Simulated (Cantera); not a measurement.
Charge: 1 mol B2O3, 0.14 mol H2O, 71 mol H2, at 13300 Pa.

Method: chemical equilibrium by Gibbs-energy minimisation in Cantera with the NASA 1993 tables (ideal gas, pure condensed phases). Candidate condensed phases: B, B2O3, B3O3H3, H2O; 23 gas species. Gases not in the tables: H3BO3. The numbers say what is thermodynamically allowed, not how fast it happens.

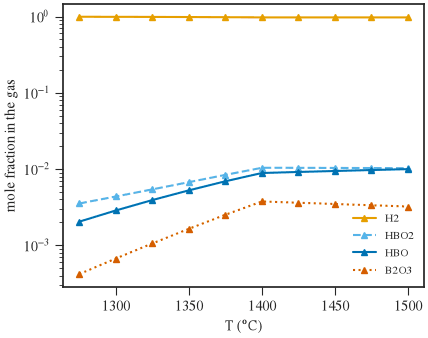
Equilibrium gas composition (values under 1e-9 drawn at 1e-9)

Question: Read off the mole fractions at 1500 °C.

Answer: H2 about 0.97, HBO2 about 0.010, HBO about 0.0100, B2O3 about 0.0032.
